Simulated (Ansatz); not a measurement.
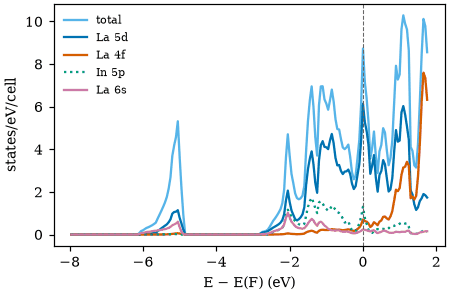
Figure. Total and projected density of states of La3In (Cu3Au type, Pm-3m), r²SCAN in the plane-wave PAW code Ansatz

Task: Which orbitals carry the states next to the Fermi level?

Result: Within 0.5 eV of the Fermi level: La 5d 75 %, La 4f 9 %, In 5p 9 %. Projections are on Löwdin-orthogonalised atomic valence shells; empty p or d shells of many metals are not among them.

Task: Where is the tallest occupied peak in this window, and what makes it?

Result: Near -1.1 eV, about 7.0 states/eV per cell; the largest projected share is La 5d.

The first step of the workflow began from a Materials Project structure, measured or hypothetical; the Crystallography Open Database files this formula in space group No. 221, but the cells were not matched. Whether it is the stable phase at ambient conditions was not checked. The r²SCAN relaxation kept the symmetry of its start; whether a distortion lowers the energy is not shown. Spin–orbit coupling is left out wherever it is not named.

Potentials: the earlier of the program's two PAW sets.
